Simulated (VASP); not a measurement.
# A VASP study of SbSe2 (PBE): structure first, properties next, part 4 of 4

Wanted: the relaxed cell of SbSe2 and its properties. The cell is invented: it takes the structure of COD entry 1538289, VSe2 (space group 164 there), with some of its atoms replaced by other elements, volume scaled by an estimate. It may not be a known or stable phase.

VASP 6.6.1, plane waves and PAW; the level of theory is named at each step.

Still holding for the runs below: This run has no spin polarisation. Its electron count is odd, so without a moment it is a metal by construction. The k-mesh is coarse for a metal.

So far. Step 13 (Volume scan with PBE, volume scale 1.06): The pressure falls from -1.98 to -2.82 GPa. The parabola predicted -2.79 GPa, +0.03 GPa off.

### 14. Comparing the runs

Times are for 1 MPI rank of AMD EPYC 7R43, shared host. The series side by side:

```tsv
no.	volume scale	energy above the lowest point (meV/atom)	pressure (GPa)	time	memory (GiB)
1	0.94	20.35	4.039	31 s	0.15
2	0.96	8.82	2.545	33 s	0.14
3	0.98	2.21	1.217	32 s	0.14
4	1	0	0.03006	35 s	0.15
5	1.02	1.72	-1.030	32 s	0.14
6	1.04	6.96	-1.977	31 s	0.14
7	1.06	15.33	-2.822	29 s	0.15
```

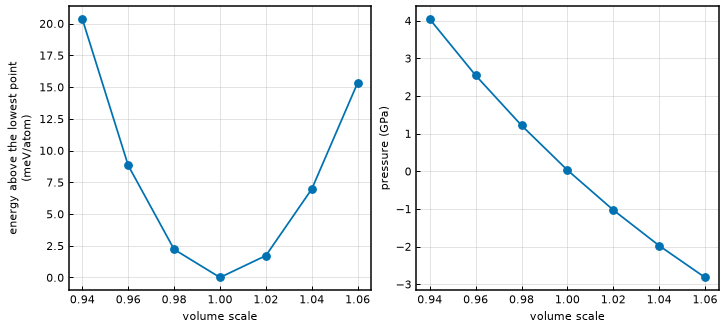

The series as plots.

### 15. Fit for PBE

This step: Birch-Murnaghan fit, PBE; plane waves and PAW; invented cell (VASP 6.6.1).

This step runs nothing: it gathers the runs above.

This step gave:

* pressure derivative of the bulk modulus: 4.628
* r.m.s. error of the fit: 2.13e-6 eV/atom
* minimum inside the sampled range: yes
* bulk modulus: 55.88 GPa
* equilibrium volume of the fit: 28.06 Å³/atom

The energy above the fitted minimum by volume:

```tsv
volume (Å³/atom)	energy above the fitted minimum (eV/atom)
26.35	0.0204
26.91	0.00882
27.47	0.00221
28.03	2.0e-6
28.59	0.00172
29.15	0.00697
29.71	0.0153
```

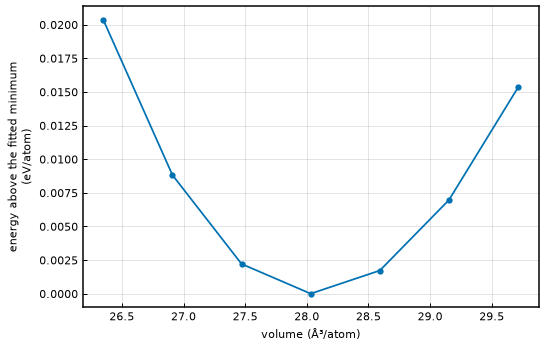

Energy above the fitted minimum, plotted against volume.

The fitted volume lies +0.09 % from the relaxed one. The atoms bear forces along the scan, since they were held; freeing them would lower the modulus.

### 16. Bands along the symmetry lines (TB-mBJ)

This step: TB-mBJ; plane waves and PAW (Sb, Se); invented cell (VASP 6.6.1).

Levels along the symmetry lines show where the bands peak and cross; KPOINTS_OPT computes them in the converged potential. TB-mBJ is a local potential fitted to gaps: it costs far less than a hybrid but gives no energy.

INCAR

```
SYSTEM = SbSe2
PREC = Accurate
ENCUT = 400
EDIFF = 1E-06
NELM = 150
ISMEAR = 0
SIGMA = 0.05
LREAL = .FALSE.
ALGO = Normal
METAGGA = MBJ
LASPH = .TRUE.
LORBIT = 11
LWAVE = .FALSE.
LCHARG = .FALSE.
```

POSCAR

```
SbSe2
1.0
    3.8891667698      0.0000000356      0.0000000000
   -1.9445828240      3.3681166027      0.0000000000
    0.0000000000      0.0000000000      6.4198224187
Sb Se
1 2
Direct
    0.0000000000      0.0000000000      0.0000000000
    0.3333333300      0.6666666700      0.2621724083
    0.6666666700      0.3333333300      0.7378275917
```

KPOINTS

```
Automatic mesh
0
Gamma
7 7 4
0 0 0
```

KPOINTS_OPT

```
Line mode
16
Line-mode
Reciprocal
  0.00000000   0.00000000   0.00000000 GAMMA
  0.50000000   0.00000000   0.00000000 M

  0.50000000   0.00000000   0.00000000 M
  0.33333333   0.33333333   0.00000000 K

  0.33333333   0.33333333   0.00000000 K
  0.00000000   0.00000000   0.00000000 GAMMA

  0.00000000   0.00000000   0.00000000 GAMMA
  0.00000000   0.00000000   0.50000000 A

  0.00000000   0.00000000   0.50000000 A
  0.50000000   0.00000000   0.50000000 L

  0.50000000   0.00000000   0.50000000 L
  0.33333333   0.33333333   0.50000000 H

  0.33333333   0.33333333   0.50000000 H
  0.00000000   0.00000000   0.50000000 A

  0.50000000   0.00000000   0.50000000 L
  0.50000000   0.00000000   0.00000000 M

  0.33333333   0.33333333   0.00000000 K
  0.33333333   0.33333333   0.50000000 H
```

PAW data sets: Sb and Se (PBE family, release 64).

Launch:

```
> mpirun -np 1 vasp_std
```

The log of the run:

```text
[banner, memory and clock lines left out]
running    1 mpi-ranks, on    1 nodes
 distrk:  each k-point on    1 cores,    1 groups
 distr:  one band on    1 cores,    1 groups

 POSCAR found type information on POSCAR SbSe
 POSCAR found :  2 types and       3 ions
|                                                                             |
|               ----> ADVICE to this user running VASP <----                  |
|                                                                             |
|     You enforced a specific xc type in the INCAR file but a different       |
|     [... a line on the potential file left out ...]
|     I HOPE YOU KNOW WHAT YOU ARE DOING!                                     |
|                                                                             |

 LDA part: xc-table for (None), standard interpolation
 POSCAR, INCAR and KPOINTS ok, starting setup
 FFT: planning ... GRIDC
 FFT: planning ... GRID_SOFT
 FFT: planning ... GRID
 WAVECAR not read
 entering main loop
       N       E                     dE             d eps       ncg     rms          rms(c)
DAV:   1     0.638461196322E+03    0.63846E+03   -0.53753E+03   672   0.890E+02
DAV:   2     0.559678103844E+03   -0.78783E+02   -0.75627E+02   956   0.169E+02
DAV:   3     0.554449399820E+03   -0.52287E+01   -0.51496E+01   824   0.488E+01
DAV:   4     0.554379767454E+03   -0.69632E-01   -0.69305E-01   792   0.627E+00
DAV:   5     0.554378761847E+03   -0.10056E-02   -0.10040E-02   796   0.738E-01    0.105E+01
DAV:   6     0.555624325475E+03    0.12456E+01   -0.54695E+00   748   0.177E+01    0.707E+00
DAV:   7     0.556872264744E+03    0.12479E+01   -0.55672E-01   712   0.572E+00    0.332E+00
DAV:   8     0.557906446914E+03    0.10342E+01   -0.96285E-02   740   0.263E+00    0.815E-01
DAV:   9     0.558070106660E+03    0.16366E+00   -0.28358E-02   728   0.150E+00    0.644E-01
DAV:  10     0.558190684818E+03    0.12058E+00   -0.79127E-03   692   0.698E-01    0.170E-01
DAV:  11     0.558125505897E+03   -0.65179E-01   -0.27271E-03   680   0.444E-01    0.107E-01
DAV:  12     0.558046894148E+03   -0.78612E-01   -0.10277E-03   680   0.238E-01    0.135E-01
DAV:  13     0.558056083689E+03    0.91895E-02   -0.29740E-04   708   0.112E-01    0.504E-02
DAV:  14     0.558050792086E+03   -0.52916E-02   -0.31663E-05   736   0.378E-02    0.683E-02
DAV:  15     0.558057417755E+03    0.66257E-02   -0.59543E-06   728   0.218E-02    0.272E-02
DAV:  16     0.558059408561E+03    0.19908E-02   -0.38850E-06   672   0.161E-02    0.226E-02
DAV:  17     0.558062133305E+03    0.27247E-02   -0.48740E-06   708   0.157E-02    0.704E-03
DAV:  18     0.558062892093E+03    0.75879E-03   -0.16989E-06   376   0.991E-03    0.678E-03
DAV:  19     0.558064477604E+03    0.15855E-02   -0.90891E-07   352   0.745E-03    0.173E-03
DAV:  20     0.558065907917E+03    0.14303E-02   -0.25858E-06   640   0.118E-02    0.286E-03
DAV:  21     0.558066176672E+03    0.26875E-03   -0.98834E-07   352   0.750E-03    0.138E-03
DAV:  22     0.558066379705E+03    0.20303E-03   -0.16688E-07   344   0.328E-03    0.179E-03
DAV:  23     0.558066286993E+03   -0.92712E-04   -0.88479E-08   336   0.247E-03    0.810E-04
DAV:  24     0.558066147205E+03   -0.13979E-03   -0.75489E-08   336   0.212E-03    0.546E-04
DAV:  25     0.558066019042E+03   -0.12816E-03   -0.39245E-08   336   0.139E-03    0.525E-04
DAV:  26     0.558065934950E+03   -0.84093E-04   -0.12065E-08   336   0.843E-04    0.143E-04
DAV:  27     0.558066040845E+03    0.10590E-03   -0.27982E-08   336   0.133E-03    0.434E-04
DAV:  28     0.558066047269E+03    0.64239E-05   -0.11761E-08   336   0.800E-04    0.325E-04
DAV:  29     0.558066053867E+03    0.65979E-05   -0.15744E-09   336   0.302E-04    0.279E-04
DAV:  30     0.558066041371E+03   -0.12496E-04   -0.79150E-10   336   0.234E-04    0.213E-04
DAV:  31     0.558066036597E+03   -0.47733E-05   -0.55249E-10   336   0.156E-04    0.194E-04
DAV:  32     0.558066015368E+03   -0.21229E-04   -0.41698E-10   336   0.153E-04    0.688E-05
DAV:  33     0.558066003054E+03   -0.12314E-04   -0.43130E-10   336   0.146E-04    0.418E-05
DAV:  34     0.558066000190E+03   -0.28638E-05   -0.76273E-11   336   0.757E-05    0.358E-05
DAV:  35     0.558065996252E+03   -0.39388E-05   -0.26652E-11   336   0.391E-05    0.213E-05
DAV:  36     0.558065993565E+03   -0.26863E-05   -0.86905E-12   336   0.222E-05    0.251E-05
DAV:  37     0.558065993839E+03    0.27394E-06   -0.39720E-12   336   0.152E-05
   1 F= 0.55806599E+03 E0= 0.55806812E+03  d E =-.424364E-02
 Start KPOINTS_OPT (optional k-point list driver)
k-point batch [1-28\144]
       N       E                     dE             ncg
DAV:   1     0.149617108552E+04   -0.74631E+04      672
DAV:   2    -0.650424051099E+03   -0.21466E+04      888
DAV:   3    -0.802384510107E+03   -0.15196E+03      796
DAV:   4    -0.804720057239E+03   -0.23355E+01      792
DAV:   5    -0.804754901999E+03   -0.34845E-01      776
DAV:   6    -0.804755985905E+03   -0.10839E-02      844
DAV:   7    -0.804756007735E+03   -0.21830E-04      784
DAV:   8    -0.804756008416E+03   -0.68148E-06      524
[...]
k-point batch [141-144\144]
       N       E                     dE             ncg
DAV:   1     0.115635196174E+05   -0.17210E+04       96
DAV:   2     0.112790775698E+05   -0.28444E+03      120
DAV:   3     0.112551280701E+05   -0.23949E+02      116
DAV:   4     0.112547504053E+05   -0.37766E+00       96
DAV:   5     0.112547461071E+05   -0.42981E-02      112
DAV:   6     0.112547460317E+05   -0.75440E-04       96
DAV:   7     0.112547460300E+05   -0.17005E-05      104
DAV:   8     0.112547460299E+05   -0.57556E-07       48
```

Run time: 3 min. Hardware: 1 MPI rank of AMD EPYC 7R43, shared host; peak memory 0.17 GiB.

From OUTCAR (step 16):

```text
   NELECT =      17.0000    total number of electrons

 E-fermi :   4.1225

 k-point     1 :       0.0000    0.0000    0.0000
  band No.  band energies     occupation
    ...
      5       2.4795      2.00000
      6       2.6394      2.00000
      7       2.9535      2.00000
      8       2.9535      2.00000
      9       3.4702      2.00000
     10       6.2334      0.00000
     11       6.8103      0.00000
     12       6.8103      0.00000

  Total       44.6338411     44.6338252     44.5046806      0.0000078     -0.0000000      0.0000000
  in kB      850.3704181    850.3701143    847.9096335      0.0001494     -0.0000000      0.0000000
  external PRESSURE =     849.5500553 kB  Pullay stress =       0.0000000 kB

 POSITION                                       TOTAL-FORCE (eV/Angst)
 -----------------------------------------------------------------------------------
      0.00000      0.00000      0.00000        -0.000000      0.000000     -0.000000
      0.00000      2.24541      1.68310         0.000000     -0.000000     -0.294770
      1.94458      1.12271      4.73672        -0.000000      0.000000      0.294770
 -----------------------------------------------------------------------------------
    total drift:                               -0.000000     -0.000000     -0.000000

  FREE ENERGIE OF THE ION-ELECTRON SYSTEM (eV)
  ---------------------------------------------------
  free  energy   TOTEN  =       558.0659938394 eV

  energy  without entropy=      558.0702374775  energy(sigma->0) =      558.06811566

[... 8 parts as in an earlier step ...]

[... 9 further parts left out ...]
```

This functional is a potential without an energy, so its energies, forces and stress mean nothing and are not read. The PAW data sets were made with PBE, which is usual practice but a small mismatch for other functionals.

This step gave:

```
SCF cycles   : 37
Fermi energy : 4.122 eV
```

Electronic bands along the path, in eV, zero at the Fermi level; # counts the bands kept, so #1 is VASP's band 3:

```tsv
point	#4	#5	#6	#7	#8
Γ	-1.48	-1.17	-1.17	-0.65	2.11
M	-3.35	-2.24	-1.20	-0.33	2.40
K	-4.19	-2.37	-2.37	-0.44	4.25
Γ	-1.48	-1.17	-1.17	-0.65	2.11
A	-1.72	-1.02	-1.02	0.72	1.76
L	-3.14	-1.79	-1.54	-0.89	2.93
H	-4.46	-1.38	-1.38	0.37	2.88
A	-1.72	-1.02	-1.02	0.72	1.76
jump to L	-3.14	-1.79	-1.54	-0.89	2.93
M	-3.35	-2.24	-1.20	-0.33	2.40
jump to K	-4.19	-2.37	-2.37	-0.44	4.25
H	-4.46	-1.38	-1.38	0.37	2.88
```

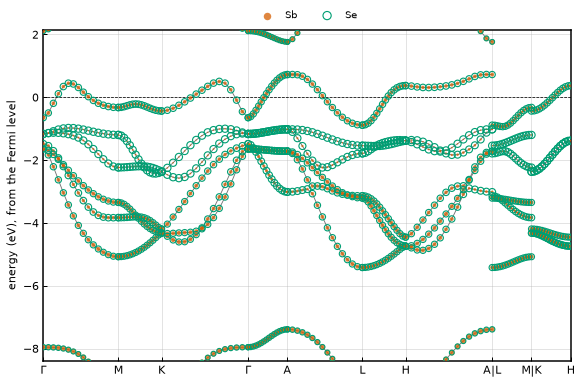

Electronic bands along the path; dots are coloured as in the legend, and their area grows with the weight.

There is no gap at this level.

### 17. Summary of results

```json
{
  "relaxed volume": "28.03 Å³/atom",
  "relaxed conventional cell a, b, c": "3.889, 3.889, 6.420 Å; angles 90.0, 90.0, 120.0°",
  "space group after relaxing, within 0.02 Å": "P-3m1 (No. 164)",
  "band gap": "none, a metal",
  "DOS at the Fermi level": "1.93 states/eV/cell",
  "bulk modulus from the fit": "55.9 GPa",
  "volume from the fit": "28.1 Å³/atom",
  "band gap (TB-mBJ)": "none, a metal"
}
```

With PBE, SbSe2 relaxes to 28.03 Å³/atom in space group P-3m1 (held by the symmetry of the run), comes out as a metal and has a bulk modulus of 55.9 GPa at fixed shape and positions, an upper bound. Band structure (PBE): Of the bands kept, 1 crosses the Fermi level on this path. Bands along the symmetry lines (TB-mBJ): Of the bands kept, 1 crosses the Fermi level on this path. The other levels ran on the cell relaxed with PBE, and without spin-orbit coupling unless named. Spin-orbit coupling is left out, and with elements this heavy it would split and shift bands near the Fermi level. The k-sampling is coarse for a metal, so the Fermi level, pressures and the shape of the cell carry errors. With an odd electron count and no spin the cell is a metal by construction. The bonds form layers, and without a dispersion term the spacing between them, and what depends on it, is unreliable. No search among competing phases was made. All values are for a static lattice at zero temperature.

[Lines on the potential files, build, host, timing and source positions are cut from VASP's logs without a mark.]

[Logs are printed without paths, hosts, clocks, repeated set-up lines and the standing remarks that a program may print on its own settings, such as how far it seeks lower states.]

[Hosts, paths, dates, database ids (printed as entryN), source tags and the programs' standing remarks are cut or masked in the printed files.]

[A measured line is paired with the nearest computed mode of its activity, which favours agreement.]
